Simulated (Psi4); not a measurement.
# BSiH4OF: property calculation

The run: property calculation of BSiH4OF, SMILES FBO[SiH3]. Method and program: CASSCF/cc-pVDZ, RHF (Psi4 1.11).

The geometry comes from this level: PBE0-D4/def2-TZVP.

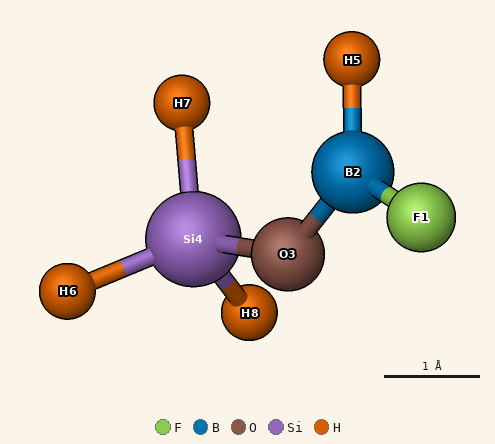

The input geometry (ball-and-stick view, seen at a tilt; atoms are numbered from 1 in the order of the input). Bond lengths as drawn: B–F 1.32 Å, B–H 1.20 Å, B–O 1.34 Å, H–Si 1.48 Å and O–Si 1.66 Å.

### Summary

```csv
quantity,value
outcome,converged
total energy,−490.427302 hartree
SCF energy,−490.395788 hartree
CASSCF energy,−490.427302 hartree
correlation energy,−0.031513 hartree
basis functions,80
hardware,"1 thread of AMD EPYC (Zen 3), 24 GiB of memory available, shared host"
wall time,13 s
peak memory,0.3 GiB
```

### Notes

Further notes kept with the run: active space taken by orbital order; may be a local solution.

### The input (bfh4osi.in)
```
memory 1600 MB

molecule mol {
  0 1
  F     -3.02242796    -3.21102263     2.69493843
  B     -1.29521829    -1.48834830     2.14105970
  O     -0.92124149    -0.90158833    -0.29782084
  Si     0.98454731     1.08243512    -1.78654708
  H     -0.14229638    -0.52628873     3.83576609
  H     -0.59923215     2.89317070    -3.21706975
  H      2.59024760     2.44851814     0.06538452
  H      2.57947616    -0.40496831    -3.54077984
  units bohr
  symmetry c1
}

set globals {
  basis               cc-pVDZ
  puream              true
  scf_type            df
  restricted_docc     [17]
  active              [7]
  mcscf_type          df
  mcscf_maxiter       80
  mcscf_r_convergence 0.0001
  mcscf_e_convergence 1e-06
  nat_orbs            true
}

energy_value, wavefunction = energy("casscf", return_wfn=True)
oeprop(wavefunction, "DIPOLE", "QUADRUPOLE", "MULLIKEN_CHARGES", "LOWDIN_CHARGES", title="CASSCF")
```

Launched with:
```bash
psi4 bfh4osi.in bfh4osi.out -n 1
```

### Log
```
Psi4 1.11 release

   => Loading Basis Set <=

    Name: CC-PVDZ
    Role: ORBITAL
    Keyword: BASIS

         ---------------------------------------------------------
                                   SCF
                              RHF Reference
                        1 Threads,   1525 MiB Core
         ---------------------------------------------------------

  ==> Geometry <==

    Molecular point group: c1
    Full point group: C1

    Geometry (in Bohr), charge = 0, multiplicity = 1:

       Center              X                  Y                   Z               Mass
    ------------   -----------------  -----------------  -----------------  -----------------
         F           -2.324980311030    -2.479295434273     2.475144147427    18.998403162730
         B           -0.597770641030    -0.756621104273     1.921265417427    11.009305360000
         O           -0.223793841030    -0.169861134273    -0.517615122573    15.994914619570
         SI           1.681994958970     1.814162315727    -2.006341362573    27.976926534650
         H            0.555151268970     0.205438465727     3.615971807427     1.007825032230
         H            0.098215498970     3.624897895727    -3.436864032573     1.007825032230
         H            3.287695248970     3.180245335727    -0.154409762573     1.007825032230
         H            3.276923808970     0.326758885727    -3.760574122573     1.007825032230

  Running in c1 symmetry.

  Rotational constants: A =      1.30937  B =      0.08295  C =      0.08021 [cm^-1]
  Rotational constants: A =  39253.99433  B =   2486.66647  C =   2404.74546 [MHz]
  Nuclear repulsion =  151.784365895137881

  Charge       = 0
  Multiplicity = 1
  Electrons    = 40
  Nalpha       = 20
  Nbeta        = 20

  ==> Algorithm <==

  SCF Algorithm Type is DF.
  DIIS enabled.
  MOM disabled.
  Fractional occupation disabled.
  Guess Type is SAD.
  Energy threshold   = 1.00e-08
  Density threshold  = 1.00e-08
  Integral threshold = 1.00e-12

  ==> Primary Basis <==

  Basis Set: CC-PVDZ
    Blend: CC-PVDZ
    Number of shells: 38
    Number of basis functions: 80
    Number of Cartesian functions: 84
    Spherical Harmonics?: true
    Max angular momentum: 2

   => Loading Basis Set <=

    Name: (CC-PVDZ AUX)
    Role: JKFIT
    Keyword: DF_BASIS_SCF

  ==> Integral Setup <==

  DFHelper Memory: AOs need 0.021 GiB; user supplied 1.118 GiB.
  SCF_SUBTYPE=INCORE selected. In-core MEM_DF algorithm will be used.
  Using in-core AOs.

  ==> MemDFJK: Density-Fitted J/K Matrices <==

    J tasked:                   Yes
    K tasked:                   Yes
    wK tasked:                   No
    Memory [MiB]:              1144
    Algorithm:                 Core
    Schwarz Cutoff:           1E-12
    Mask sparsity (%):       2.8750
    Fitting Condition:        1E-10

   => Auxiliary Basis Set <=

  Basis Set: (CC-PVDZ AUX)
    Blend: CC-PVDZ-JKFIT
    Number of shells: 144
    Number of basis functions: 414
    Number of Cartesian functions: 473
    Spherical Harmonics?: true
    Max angular momentum: 3

  Minimum eigenvalue in the overlap matrix is 1.0499619906E-02.
  Reciprocal condition number of the overlap matrix is 2.4265682113E-03.
    Using symmetric orthogonalization.

  ==> Pre-Iterations <==

  SCF Guess: Superposition of Atomic Densities via on-the-fly atomic UHF (no occupation information).

   -------------------------
    Irrep   Nso     Nmo
   -------------------------
     A         80      80
   -------------------------
    Total      80      80
   -------------------------

  ==> Iterations <==

                           Total Energy        Delta E     RMS |[F,P]|

   @DF-RHF iter SAD:  -489.29584447274584   -4.89296e+02   0.00000e+00
   @DF-RHF iter   1:  -490.30999173655721   -1.01415e+00   5.55279e-03 DIIS/ADIIS
   @DF-RHF iter   2:  -490.36721010887311   -5.72184e-02   3.52181e-03 DIIS/ADIIS
   @DF-RHF iter   3:  -490.39495082734624   -2.77407e-02   3.79619e-04 DIIS/ADIIS
   @DF-RHF iter   4:  -490.39574275426810   -7.91927e-04   1.20106e-04 DIIS/ADIIS
   @DF-RHF iter   5:  -490.39578412757567   -4.13733e-05   2.48271e-05 DIIS
   @DF-RHF iter   6:  -490.39578810917482   -3.98160e-06   4.42893e-06 DIIS
   @DF-RHF iter   7:  -490.39578825177955   -1.42605e-07   8.90954e-07 DIIS
   @DF-RHF iter   8:  -490.39578825799123   -6.21168e-09   1.90120e-07 DIIS
   @DF-RHF iter   9:  -490.39578825831472   -3.23496e-10   3.68145e-08 DIIS
   @DF-RHF iter  10:  -490.39578825832587   -1.11413e-11   7.80191e-09 DIIS
  Energy and wave function converged.

  ==> Post-Iterations <==

    Orbital Energies [Eh]
    ---------------------

    Doubly Occupied:

       1A    -68.829083     2A    -26.296082     3A    -20.580486
       4A     -7.697135     5A     -6.174037     6A     -4.281566
       7A     -4.279802     8A     -4.279705     9A     -1.611286
      10A     -1.378700    11A     -0.824305    12A     -0.752326
      13A     -0.693664    14A     -0.671070    15A     -0.669879
      16A     -0.585921    17A     -0.581563    18A     -0.519033
      19A     -0.479623    20A     -0.476665

    Virtual:

      21A      0.140489    22A      0.154527    23A      0.191042
      24A      0.194767    25A      0.215844    26A      0.276390
      27A      0.292798    28A      0.349098    29A      0.397892
      30A      0.401560    31A      0.427672    32A      0.461830
      33A      0.517562    34A      0.531597    35A      0.567436
      36A      0.584527    37A      0.604543    38A      0.622234
      39A      0.695987    40A      0.726702    41A      0.830423
      42A      0.865379    43A      0.919617    44A      1.025068
      45A      1.063752    46A      1.108313    47A      1.140277
      48A      1.226281    49A      1.292086    50A      1.390371
      51A      1.406194    52A      1.469217    53A      1.483756
      54A      1.597249    55A      1.637973    56A      1.653742
      57A      1.703917    58A      1.725776    59A      1.747234
      60A      1.824701    61A      1.874002    62A      1.926499
      63A      1.975310    64A      2.048482    65A      2.134152
      66A      2.228120    67A      2.259399    68A      2.322355
      69A      2.475935    70A      2.665252    71A      3.026052
      72A      3.165333    73A      3.181592    74A      3.434239
      75A      3.603649    76A      4.017025    77A      4.047767
      78A      4.168163    79A      4.402957    80A      4.503612

    Final Occupation by Irrep:
              A
    DOCC [    20 ]
    NA   [    20 ]
    NB   [    20 ]

  @DF-RHF Final Energy:  -490.39578825832587

   => Energetics <=

    Nuclear Repulsion Energy =            151.7843658951378814
    One-Electron Energy =                -981.0364414349784283
    Two-Electron Energy =                 338.8562872815147102
    Total Energy =                       -490.3957882583258652

Computation Completed

Properties will be evaluated at   0.000000,   0.000000,   0.000000 [a0]

Properties computed using the SCF density matrix

 Multipole Moments:

 ------------------------------------------------------------------------------------
     Multipole            Electronic (a.u.)      Nuclear  (a.u.)        Total (a.u.)
 ------------------------------------------------------------------------------------

 L = 1.  Multiply by 2.5417464519 to convert [e a0] to [Debye]
 Dipole X            :         -4.4738605            5.0618885            0.5880280
 Dipole Y            :         -4.6947538            5.2799595            0.5852057
 Dipole Z            :          3.9066624           -4.0829518           -0.1762894
 Magnitude           :                                                    0.8481277

 ------------------------------------------------------------------------------------

	total time  =          2 seconds =       0.03 minutes
  Constructing Basis Sets for MCSCF...

   => Loading Basis Set <=

    Name: (CC-PVDZ AUX)
    Role: JKFIT
    Keyword: DF_BASIS_SCF

         ---------------------------------------------------------
                Multi-Configurational Self-Consistent Field
                            (a 'D E T C I' module)

         ---------------------------------------------------------

   ==> Parameters <==

    EX LEVEL       =        6      H0 BLOCKSIZE  =     1000
    VAL EX LEVEL   =        0      H0 GUESS SIZE =     1000
    H0COUPLINGSIZE =        0      H0 COUPLING   =       NO
    MAXITER        =       12      NUM PRINT     =       20
    NUM ROOTS      =        1      ICORE         =        1
    PRINT LVL      =        1      FCI           =      YES
    R CONV         = 1.00e-07      MIXED         =      YES
    E CONV         = 1.00e-06      MIXED4        =      YES
    R4S            =       NO      REPL OTF      =       NO
    DIAG METHOD    =      SEM      FOLLOW ROOT   =        0
    PRECONDITIONER = DAVIDSON      UPDATE        = DAVIDSON
    S              =   0.0000      Ms0           =      YES
    GUESS VECTOR   =  H0BLOCK      OPENTYPE      =     NONE
    COLLAPSE SIZE  =        1      HD AVG        = EVANGELISTI
    MAX NUM VECS   =       13      REF SYM       =     AUTO
    IOPEN        =       NO

    EX ALLOW       =  1  1  1  1  1  1
    STATE AVERAGE  =  0(1.00)

   ==> CI Orbital and Space information <==

   ------------------------------------
               Space    Total     A
   ------------------------------------
                 Nso       80    80
                 Nmo       80    80
               Ndocc       20    20
               Nsocc        0     0
   ------------------------------------
               MCSCF Spaces
   ------------------------------------
         Frozen DOCC        0     0
     Restricted DOCC       17    17
              Active        7     7
     Restricted UOCC       56    56
         Frozen UOCC        0     0
   ------------------------------------

   ==> Setting up CI strings <==

    There are 35 alpha and 35 beta strings
    The CI space requires 1225 (1.22E+03) determinants and 1 blocks

   ==> Setting up DF-MCSCF integrals <==

  DFHelper Memory: AOs need 0.021 GiB; user supplied 1.192 GiB.
  SCF_SUBTYPE=INCORE selected. In-core MEM_DF algorithm will be used.
  Using in-core AOs.

  ==> MemDFJK: Density-Fitted J/K Matrices <==

    J tasked:                   Yes
    K tasked:                   Yes
    wK tasked:                   No
    Memory [MiB]:              1220
    Algorithm:                 Core
    Schwarz Cutoff:           1E-12
    Mask sparsity (%):       2.8750
    Fitting Condition:        1E-10

   => Auxiliary Basis Set <=

  Basis Set: (CC-PVDZ AUX)
    Blend: CC-PVDZ-JKFIT
    Number of shells: 144
    Number of basis functions: 414
    Number of Cartesian functions: 473
    Spherical Harmonics?: true
    Max angular momentum: 3

  DFHelper Memory: AOs need 0.021 GiB; user supplied 1.192 GiB.
  SCF_SUBTYPE=INCORE selected. In-core MEM_DF algorithm will be used.
  Using in-core AOs.

   ==> Starting DF-MCSCF iterations <==

           Iter         Total Energy       Delta E   Orb RMS    CI RMS  NCI NORB
   @DF-MCSCF  1:   -490.399176758510   -3.3885e-03  3.38e-04  2.26e-07    5    1  Initial CI
   @DF-MCSCF  2:   -490.413730917244   -1.4554e-02  1.38e-03  2.92e-07    8    1  TS
   @DF-MCSCF  3:   -490.422805963589   -9.0750e-03  9.70e-04  4.76e-07    8    1  TS
   @DF-MCSCF  4:   -490.425505294989   -2.6993e-03  4.16e-04  6.78e-07    7    1  TS, DIIS
   @DF-MCSCF  5:   -490.426239165424   -7.3387e-04  2.28e-04  3.93e-07    7    1  TS, DIIS
   @DF-MCSCF  6:   -490.426649483698   -4.1032e-04  1.96e-04  7.21e-08    8    1  TS, DIIS
   @DF-MCSCF  7:   -490.426849474176   -1.9999e-04  1.76e-04  1.41e-07    7    1  TS, DIIS
   @DF-MCSCF  8:   -490.427051050940   -2.0158e-04  1.31e-04  5.85e-08    8    1  TS, DIIS
   @DF-MCSCF  9:   -490.427292840024   -2.4179e-04  1.16e-04  7.93e-08    8    1  TS, DIIS
   @DF-MCSCF 10:   -490.427337682724   -4.4843e-05  1.20e-04  8.48e-08    7    1  TS, DIIS
   @DF-MCSCF 11:   -490.427301643184    3.6040e-05  9.92e-05  4.59e-08    8    1  TS, DIIS
   @DF-MCSCF 12:   -490.427301618877    2.4307e-08  8.49e-05  4.43e-08    8    1  TS, DIIS

          @DF-MCSCF has converged!

   @DF-MCSCF Final Energy: -490.427301618876868

   Computing CI Natural Orbitals

   ==> Starting CI iterations <==

    H0 Block Eigenvalue = -490.42724296

    Simultaneous Expansion Method (Block Davidson Method)
    Using 1 initial trial vectors

     Iter   Root       Total Energy       Delta E      C RMS

   @CI  0:     0   -490.427242964570   -7.2158E+00   1.3199E-02
   @CI  1:     0   -490.427301095421   -5.8131E-05   1.1170E-03
   @CI  2:     0   -490.427301561429   -4.6601E-07   3.2444E-04 c

   ==> Energetics <==

    SCF energy =         -490.395788258325865
    Total MCSCF energy = -490.427301618876868

   ==> MCSCF root 0 information <==

    MCSCF Root 0 energy =  -490.427301561428749

   Active Space Natural occupation numbers:

         A   1.991061         A   1.986494         A   1.978294
         A   0.018249         A   0.009732         A   0.008970
         A   0.007199

   The 20 most important determinants:

    *   1   -0.988983  (    0,    0)  18AX 19AX 20AX
    *   2    0.093280  (    1,    1)  18AX 19AX 21AX
    *   3    0.065344  (   12,   12)  19AX 20AX 23AX
    *   4    0.062404  (    5,    5)  18AX 20AX 22AX
    *   5    0.040247  (   21,   21)  18AX 20AX 24AX
    *   6    0.033684  (   20,   20)  18AX 19AX 24AX
    *   7   -0.020179  (    5,   20)  18AX 19AB 20AA 22AA 24AB
    *   8   -0.020179  (   20,    5)  18AX 19AA 20AB 22AB 24AA
    *   9   -0.012929  (    2,    5)  18AX 20AX 21AA 22AB
    *  10   -0.012929  (    5,    2)  18AX 20AX 21AB 22AA
    *  11    0.012853  (    0,   26)  18AX 19AA 20AA 22AB 24AB
    *  12    0.012853  (   26,    0)  18AX 19AB 20AB 22AA 24AA
    *  13    0.007711  (    1,    4)  18AX 19AX 21AA 22AB
    *  14    0.007711  (    4,    1)  18AX 19AX 21AB 22AA
    *  15   -0.007326  (    4,   21)  18AX 19AA 20AB 22AA 24AB
    *  16   -0.007326  (   21,    4)  18AX 19AB 20AA 22AB 24AA
    *  17   -0.007058  (   12,   22)  19AX 20AX 23AA 24AB
    *  18   -0.007058  (   22,   12)  19AX 20AX 23AB 24AA
    *  19   -0.006149  (   14,   14)  19AX 21AX 23AX
    *  20   -0.006029  (    7,    7)  18AX 21AX 22AX

Properties will be evaluated at   0.000000,   0.000000,   0.000000 [a0]

Properties computed using the CASSCF density matrix

 Multipole Moments:

 ------------------------------------------------------------------------------------
     Multipole            Electronic (a.u.)      Nuclear  (a.u.)        Total (a.u.)
 ------------------------------------------------------------------------------------

 L = 1.  Multiply by 2.5417464519 to convert [e a0] to [Debye]
 Dipole X            :         -4.4484795            5.0618885            0.6134090
 Dipole Y            :         -4.6732054            5.2799595            0.6067541
 Dipole Z            :          3.9362298           -4.0829518           -0.1467220
 Magnitude           :                                                    0.8751848

 ------------------------------------------------------------------------------------

Properties will be evaluated at   0.000000,   0.000000,   0.000000 [a0]

Properties computed using the CASSCF density matrix

 Multipole Moments:

 ------------------------------------------------------------------------------------
     Multipole            Electronic (a.u.)      Nuclear  (a.u.)        Total (a.u.)
 ------------------------------------------------------------------------------------

 L = 1.  Multiply by 2.5417464519 to convert [e a0] to [Debye]
 Dipole X            :         -4.4484795            5.0618885            0.6134090
 Dipole Y            :         -4.6732054            5.2799595            0.6067541
 Dipole Z            :          3.9362298           -4.0829518           -0.1467220
 Magnitude           :                                                    0.8751848

 L = 2.  Multiply by 1.3450342976 to convert [e a0^2] to [Debye ang]
 Quadrupole XX       :       -136.1252888          112.3096267          -23.8156621
 Quadrupole XY       :       -110.5291911          109.1606363           -1.3685549
 Quadrupole XZ       :        115.2334049         -115.0137143            0.2196906
 Quadrupole YY       :       -151.6766818          127.8947628          -23.7819190
 Quadrupole YZ       :        126.5281770         -126.1873785            0.3407986
 Quadrupole ZZ       :       -194.9394526          171.1454802          -23.7939725
 Traceless XX        :         24.7885189          -24.8069965           -0.0184776
 Traceless YY        :          9.2371260           -9.2218604            0.0152655
 Traceless ZZ        :        -34.0256449           34.0288570            0.0032121

 ------------------------------------------------------------------------------------
  Mulliken Charges: (a.u.)
   Center  Symbol    Alpha    Beta     Spin     Total
       1     F     4.61002  4.61002  0.00000 -0.22005
       2     B     2.28408  2.28408  0.00000  0.43184
       3     O     4.23497  4.23497  0.00000 -0.46994
       4    SI     6.64989  6.64989  0.00000  0.70022
       5     H     0.56597  0.56597  0.00000 -0.13193
       6     H     0.55350  0.55350  0.00000 -0.10699
       7     H     0.54824  0.54824  0.00000 -0.09648
       8     H     0.55333  0.55333  0.00000 -0.10666

   Total alpha = 20.00000, Total beta = 20.00000, Total charge = -0.00000

  Lowdin Charges: (a.u.)
   Center  Symbol    Alpha    Beta     Spin     Total
       1     F     4.45779  4.45779  0.00000  0.08442
       2     B     2.60565  2.60565  0.00000 -0.21131
       3     O     4.01299  4.01299  0.00000 -0.02598
       4    SI     6.76341  6.76341  0.00000  0.47319
       5     H     0.52964  0.52964  0.00000 -0.05928
       6     H     0.54401  0.54401  0.00000 -0.08802
       7     H     0.54257  0.54257  0.00000 -0.08514
       8     H     0.54394  0.54394  0.00000 -0.08789

  Total alpha = 20.00000, Total beta = 20.00000, Total charge =  0.00000

    Psi4 run time: 0:00:11.53
```
